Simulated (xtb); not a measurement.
Run report: Si$_{3}$H$_{8}$, frequency calculation

Si$_{3}$H$_{8}$, computed with GFN2-xTB (xtb 6.7.1 later snapshot).

The geometry was optimised with GFN2-xTB.

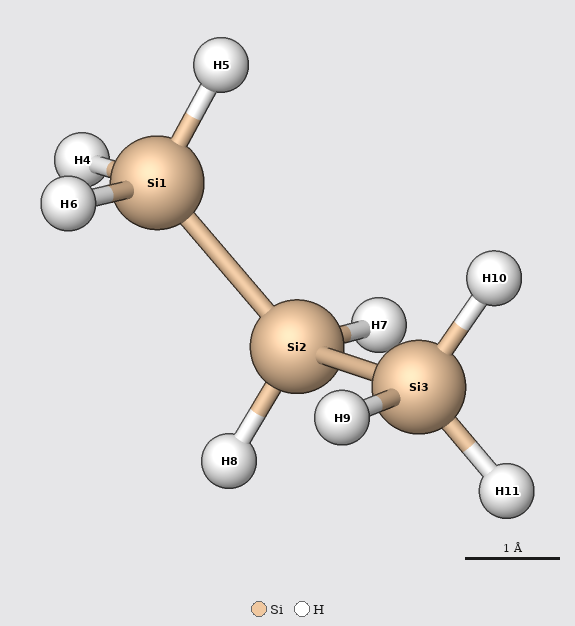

The input geometry (ball-and-stick view, seen at a tilt; atoms are numbered from 1 in the order of the input).

### Input (mol.xyz)
```
11

Si    -1.33827300     1.36847200    -0.54829700
Si    -0.42435500    -0.73978700    -0.27104400
Si     1.65211800    -0.82125900     0.74872300
H     -2.65088900     1.37917100    -1.19815100
H     -0.47238700     2.22808700    -1.36062700
H     -1.51196700     2.05326700     0.73600800
H     -0.35103900    -1.41488900    -1.57902600
H     -1.36901700    -1.58548500     0.48018700
H      1.61422400    -0.24127800     2.09434800
H      2.65097500    -0.05537300    -0.00245800
H      2.20059800    -2.17091500     0.90032700
```

### File .CHRG
```
0
```

### File .UHF
```
0
```

Launch command:
```bash
xtb mol.xyz --ptb --hess --raman > run.log
```

### What the program printed
```
* xtb version 6.7.1
   ID    Z sym.   atoms
    1   14 Si     1-3
    2    1 H      4-11

           -------------------------------------------------
          |                Calculation Setup                |
           -------------------------------------------------

          program call               : xtb mol.xyz --ptb --hess --raman
          coordinate file            : mol.xyz
          omp threads                :                     1

           -------------------------------------------------
          |                 G F N 2 - x T B                 |
           -------------------------------------------------

      * Hamiltonian:
        H0-scaling (s, p, d)           1.850000    2.230000    2.230000
        zeta-weighting                 0.500000
      * Dispersion:
        s8                             2.700000
        a1                             0.520000
        a2                             5.000000
        s9                             5.000000
      * Repulsion:
        kExp                           1.500000    1.000000
        rExp                           1.000000
      * Coulomb:
        alpha                          2.000000
        third order                    shell-resolved
        anisotropic                    true
        a3                             3.000000
        a5                             4.000000
        cn-shift                       1.200000
        cn-exp                         4.000000
        max-rad                        5.000000

          ...................................................
          :                      SETUP                      :
          :.................................................:
          :  # basis functions                  38          :
          :  # atomic orbitals                  35          :
          :  # shells                           17          :
          :  # electrons                        20          :
          :  max. iterations                   250          :
          :  Hamiltonian                  GFN2-xTB          :
          :  restarted?                      false          :
          :  GBSA solvation                  false          :
          :  PC potential                    false          :
          :  electronic temp.          300.0000000     K    :
          :  accuracy                    1.0000000          :
          :  -> integral cutoff          0.2500000E+02      :
          :  -> integral neglect         0.1000000E-07      :
          :  -> SCF convergence          0.1000000E-05 Eh   :
          :  -> wf. convergence          0.1000000E-03 e    :
          :  Broyden damping             0.4000000          :
          :  net charge                          0          :
          :  unpaired electrons                  0          :
          ...................................................

 iter      E             dE          RMSdq      gap      omega  full diag
   1     -9.1993770 -0.919938E+01  0.491E+00    4.38       0.0  T
   2     -9.3205131 -0.121136E+00  0.201E+00    3.98       1.0  T
   3     -9.3213660 -0.852849E-03  0.109E+00    3.95       1.0  T
   4     -9.3213742 -0.822858E-05  0.146E-01    3.96       1.0  T
   5     -9.3214089 -0.346827E-04  0.103E-01    3.97       1.0  T
   6     -9.3214154 -0.654152E-05  0.239E-02    3.96       1.3  T
   7     -9.3214165 -0.106395E-05  0.125E-02    3.96       2.4  T
   8     -9.3214167 -0.183077E-06  0.460E-03    3.96       6.6  T
   9     -9.3214167 -0.315003E-07  0.131E-03    3.96      23.0  T
  10     -9.3214167 -0.461021E-09  0.394E-04    3.96      76.6  T
  11     -9.3214167  0.117950E-10  0.250E-04    3.96     120.7  T

   *** convergence criteria satisfied after 11 iterations ***

         #    Occupation            Energy/Eh            Energy/eV
      -------------------------------------------------------------
         1        2.0000           -0.7704302             -20.9645
       ...           ...                  ...                  ...
         4        2.0000           -0.4320526             -11.7567
         5        2.0000           -0.4276681             -11.6374
         6        2.0000           -0.4265108             -11.6060
         7        2.0000           -0.4264330             -11.6038
         8        2.0000           -0.4221378             -11.4870
         9        2.0000           -0.3841377             -10.4529
        10        2.0000           -0.3578666              -9.7380 (HOMO)
        11                         -0.2122110              -5.7746 (LUMO)
        12                         -0.2091983              -5.6926
        13                         -0.1940000              -5.2790
        14                         -0.1867352              -5.0813
        15                         -0.1762022              -4.7947
       ...                                ...                  ...
        35                          0.8528718              23.2078
      -------------------------------------------------------------
                  HL-Gap            0.1456556 Eh            3.9635 eV
             Fermi-level           -0.2850388 Eh           -7.7563 eV

 SCC (total)                   0 d,  0 h,  0 min,  0.009 sec
 SCC setup                      ...        0 min,  0.000 sec (  1.014%)
 Dispersion                     ...        0 min,  0.000 sec (  0.558%)
 classical contributions        ...        0 min,  0.000 sec (  0.112%)
 integral evaluation            ...        0 min,  0.001 sec ( 13.707%)
 iterations                     ...        0 min,  0.005 sec ( 56.340%)
 molecular gradient             ...        0 min,  0.002 sec ( 26.665%)
 printout                       ...        0 min,  0.000 sec (  1.440%)

         :::::::::::::::::::::::::::::::::::::::::::::::::::::
         ::                     SUMMARY                     ::
         :::::::::::::::::::::::::::::::::::::::::::::::::::::
         :: total energy              -9.235772683359 Eh    ::
         :: gradient norm              0.000098314603 Eh/a0 ::
         :: HOMO-LUMO gap              3.963491181188 eV    ::
         ::.................................................::
         :: SCC energy                -9.321406827424 Eh    ::
         :: -> isotropic ES            0.021712409627 Eh    ::
         :: -> anisotropic ES          0.002770404360 Eh    ::
         :: -> anisotropic XC          0.008349854568 Eh    ::
         :: -> dispersion             -0.007498290479 Eh    ::
         :: repulsion energy           0.085634144065 Eh    ::
         :: add. restraining           0.000000000000 Eh    ::
         :: total charge              -0.000000000000 e     ::
         :::::::::::::::::::::::::::::::::::::::::::::::::::::

           -------------------------------------------------
          |                Numerical Hessian                |
           -------------------------------------------------
step length          :   0.00500
SCC accuracy         :   0.30000
Hessian scale factor :   1.00000
frozen atoms in %    :   0.00000    0
RMS gradient         :   0.00010
estimated CPU  time      0.01 min
Hessian matrix computed using GFN2-xTB.

           -------------------------------------------------
          |                      P T B                      |
           -------------------------------------------------

                              @@@ @

Calculating vibrational intensities using PTB ...
estimated CPU  time      0.04 min
... done.

writing file <hessian>, containing the non-mass-weighted Hessian matrix in atomic units (Eₕ/Bohr²).

 projected vibrational frequencies (cm⁻¹)
eigval :       -0.00    -0.00    -0.00    -0.00     0.00     0.00
eigval :       29.84    32.79    98.32   318.55   394.20   405.52
eigval :      406.62   457.15   473.35   502.80   573.46   622.14
eigval :      780.35   791.79   813.69   822.23   822.68   832.51
eigval :      847.07  2143.10  2146.62  2222.45  2224.52  2234.60
eigval :     2235.09  2237.12  2240.88
           -------------------------------------------------
          |                Property Printout                |
           -------------------------------------------------

    * Orbital Energies and Occupations

         #    Occupation            Energy/Eh            Energy/eV
      -------------------------------------------------------------
         1        2.0000           -0.7704306             -20.9645
         2        2.0000           -0.6965748             -18.9548
         3        2.0000           -0.6141471             -16.7118
         4        2.0000           -0.4320527             -11.7568
         5        2.0000           -0.4276682             -11.6374
         6        2.0000           -0.4265110             -11.6060
         7        2.0000           -0.4264331             -11.6038
         8        2.0000           -0.4221379             -11.4870
         9        2.0000           -0.3841380             -10.4529
        10        2.0000           -0.3578671              -9.7381 (HOMO)
        11                         -0.2122115              -5.7746 (LUMO)
        12                         -0.2091985              -5.6926
        13                         -0.1940005              -5.2790
        14                         -0.1867358              -5.0813
        15                         -0.1762028              -4.7947
        16                         -0.1612231              -4.3871
        17                         -0.1490939              -4.0571
        18                         -0.1441359              -3.9221
        19                         -0.1182813              -3.2186
        20                         -0.0988489              -2.6898
        21                         -0.0878679              -2.3910
       ...                                ...                  ...
        35                          0.8528714              23.2078
      -------------------------------------------------------------
                  HL-Gap            0.1456556 Eh            3.9635 eV
             Fermi-level           -0.2850393 Eh           -7.7563 eV

     #   Z          covCN         q      C6AA      α(0)
     1  14          3.695     0.360   100.721    19.222
     2  14          3.715     0.283   102.610    19.396
     3  14          3.695     0.360   100.723    19.223
     4   1          0.918    -0.113     6.025     3.839
     5   1          0.918    -0.128     6.646     4.032
     6   1          0.918    -0.128     6.645     4.032
     7   1          0.915    -0.133     6.891     4.106
     8   1          0.915    -0.133     6.891     4.106
     9   1          0.918    -0.128     6.644     4.032
    10   1          0.918    -0.128     6.648     4.033
    11   1          0.918    -0.112     6.023     3.838

 Mol. C6AA /au·bohr⁶  :       2542.530367
 Mol. C8AA /au·bohr⁸  :     105927.225330
 Mol. α(0) /au        :         89.858086

Wiberg/Mayer (AO) data.
largest (>0.10) Wiberg bond orders for each atom

 ---------------------------------------------------------------------------
     #   Z sym  total        # sym  WBO       # sym  WBO       # sym  WBO
 ---------------------------------------------------------------------------
     1  14      3.672 --     4      0.900     6      0.900     5      0.900
                             2      0.860
     2  14      3.687 --     7      0.895     8      0.895     1      0.860
                             3      0.860
     3  14      3.672 --    11      0.900     9      0.900    10      0.900
                             2      0.860
     4   1      0.987 --     1      0.900
     5   1      0.984 --     1      0.900
     6   1      0.984 --     1      0.900
     7   1      0.982 --     2      0.895
     8   1      0.982 --     2      0.895
     9   1      0.984 --     3      0.900
    10   1      0.984 --     3      0.900
    11   1      0.987 --     3      0.900
 ---------------------------------------------------------------------------

Topologies differ in total number of bonds
Writing topology from bond orders to xtbtopo.mol

molecular dipole:
                 x           y           z       tot (Debye)
 q only:       -0.036      -0.062      -0.023
   full:       -0.032      -0.054      -0.020       0.168
molecular quadrupole (traceless):
                xx          xy          yy          xz          yz          zz
 q only:       -0.618       0.723      -0.506      -1.050       0.182       1.124
  q+dip:       -0.930       1.022      -0.869      -1.662       0.219       1.800
   full:       -1.097       1.309      -0.858      -1.835       0.343       1.956

           -------------------------------------------------
          |               Frequency Printout                |
           -------------------------------------------------
 projected vibrational frequencies (cm⁻¹)
eigval :       -0.00    -0.00    -0.00    -0.00     0.00     0.00
eigval :       29.84    32.79    98.32   318.55   394.20   405.52
eigval :      406.62   457.15   473.35   502.80   573.46   622.14
eigval :      780.35   791.79   813.69   822.23   822.68   832.51
eigval :      847.07  2143.10  2146.62  2222.45  2224.52  2234.60
eigval :     2235.09  2237.12  2240.88
 reduced masses (amu)
    1:      5.53    2:      2.42    3:      5.59    4:      6.60    5:      6.69    6:      7.63
    7:      1.12    8:      1.02    9:      4.39   10:      1.09   11:      2.44   12:      1.14
   13:      1.07   14:      1.76   15:      1.28   16:      4.95   17:      1.04   18:      1.17
   19:      1.10   20:      1.09   21:      1.04   22:      1.04   23:      1.04   24:      1.04
   25:      1.06   26:      1.05   27:      1.03   28:      1.05   29:      1.04   30:      1.05
   31:      1.04   32:      1.03   33:      1.03
 IR intensities (km·mol⁻¹)
    1:      0.00    2:      0.04    3:      0.01    4:      0.00    5:      0.00    6:      0.00
    7:      0.01    8:      0.00    9:      2.69   10:     57.00   11:     15.15   12:     19.36
   13:      0.02   14:     23.92   15:     26.09   16:      9.77   17:      0.00   18:    495.77
   19:    300.23   20:    240.73   21:     54.03   22:    158.75   23:      2.09   24:    153.08
   25:     22.55   26:     72.46   27:     39.37   28:      0.01   29:      7.41   30:    262.60
   31:    189.40   32:     22.02   33:    131.79
 Raman intensities (Ä⁴*amu⁻¹)
    1:      0.70    2:      0.37    3:      0.34    4:      0.17    5:      0.23    6:      0.11
    7:      0.12    8:      0.01    9:      2.61   10:      0.13   11:     41.89   12:      1.16
Molecule has the following symmetry elements: (C2) 2*(sigma)
It seems to be the C2v point group
   13:      1.50   14:      9.75   15:      3.30   16:      9.59   17:     23.20   18:      0.22
   19:     18.17   20:     21.70   21:      0.00   22:     40.27   23:     48.25   24:      1.87
   25:     31.90   26:    246.26   27:    356.99   28:     24.79   29:     57.95   30:    196.53
   31:    237.75   32:    501.90   33:     54.85
 output can be read by thermo (or use thermo option).
 writing <g98.out> molden fake output.
 recommended (thermochemical) frequency scaling factor: 1.0
           -------------------------------------------------
          |             Thermodynamic Functions             |
           -------------------------------------------------

c2v symmetry found (for desy threshold:  0.10E+00) used in thermo

          ...................................................
          :                      SETUP                      :
          :.................................................:
          :  # frequencies                          27      :
          :  # imaginary freq.                       0      :
          :  linear?                             false      :
          :  only rotor calc.                    false      :
          :  symmetry                              c2v      :
          :  rotational number                       2      :
          :  scaling factor                  1.0000000      :
          :  rotor cutoff                   50.0000000 cm⁻¹ :
          :  imag. cutoff                  -20.0000000 cm⁻¹ :
          :.................................................:

    mode    ω/cm⁻¹     T·S(HO)/kcal·mol⁻¹    T·S(FR)/kcal·mol⁻¹   T·S(vib)
   ------------------------------------------------------------------------
       1     29.84    -1.74128 ( 11.25%)    -1.20867 ( 88.75%)    -1.26860
       2     32.79    -1.68546 ( 15.61%)    -1.18079 ( 84.39%)    -1.25956
       3     98.32    -1.03976 ( 93.73%)    -0.85598 (  6.27%)    -1.02824
   ------------------------------------------------------------------------

   temp. (K)  partition function   enthalpy   heat capacity  entropy
                                   cal/mol     cal/K/mol   cal/K/mol   J/K/mol
 298.15  VIB   485.                 3373.258     20.572     20.550
         ROT  0.747E+05              888.727      2.981     25.279
         INT  0.362E+08             4261.985     23.553     45.829
         TR   0.271E+26             1481.212      4.968     39.480
         TOT                        5743.1975    28.5210    85.3083   356.9300

       T/K    H(0)-H(T)+PV         H(T)/Eh          T*S/Eh         G(T)/Eh
   ------------------------------------------------------------------------
    298.15    0.915237E-02    0.722791E-01    0.405327E-01    0.317464E-01
   ------------------------------------------------------------------------

         :::::::::::::::::::::::::::::::::::::::::::::::::::::
         ::                  THERMODYNAMIC                  ::
         :::::::::::::::::::::::::::::::::::::::::::::::::::::
         :: total free energy          -9.204026286137 Eh   ::
         ::.................................................::
         :: total energy               -9.235772683423 Eh   ::
         :: zero point energy           0.063126764054 Eh   ::
         :: G(RRHO) w/o ZPVE           -0.031380366768 Eh   ::
         :: G(RRHO) contrib.            0.031746397285 Eh   ::
         :::::::::::::::::::::::::::::::::::::::::::::::::::::

           -------------------------------------------------
          | TOTAL ENERGY               -9.235772683423 Eh   |
          | TOTAL ENTHALPY             -9.163493551571 Eh   |
          | TOTAL FREE ENERGY          -9.204026286137 Eh   |
          | GRADIENT NORM               0.000098086043 Eh/α |
          | HOMO-LUMO GAP               3.963490621883 eV   |
           -------------------------------------------------

------------------------------------------------------------------------
------------------------------------------------------------------------
 total:
 *  cpu-time:     0 d,  0 h,  0 min,  3.091 sec
 * ratio c/w:     0.997 speedup
 SCF:
 *  cpu-time:     0 d,  0 h,  0 min,  0.009 sec
 * ratio c/w:     1.000 speedup
 analytical hessian:
 *  cpu-time:     0 d,  0 h,  0 min,  3.070 sec
 * ratio c/w:     0.997 speedup
```

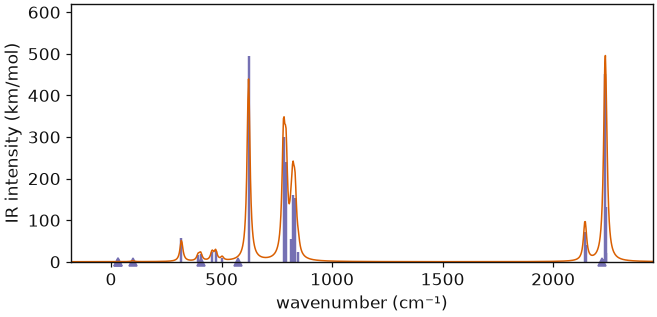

Harmonic infrared spectrum, unscaled: sticks (degenerate modes added up, dark ones marked on the axis) with a Lorentzian envelope of 16 cm⁻¹ full width, scaled to the tallest stick. 27 modes from 30 to 2241 cm⁻¹, none imaginary. The strongest line is at 622 cm⁻¹ (496 km/mol).

### Results in brief

```csv
quantity,value
outcome,converged
electrons treated,20
total energy,−9.235773 hartree
dispersion energy,−0.007498 hartree
basis functions,38
HOMO,−9.74 eV
LUMO,−5.77 eV
zero-point energy,0.063127 hartree
dipole moment,0.17 D
"wavenumbers, lowest and highest",30 and 2241 cm⁻¹
hardware,"1 thread of Arm Neoverse N1, 24 GiB of memory available, shared host"
wall time,3.2 s
peak memory,0.077 GiB
```
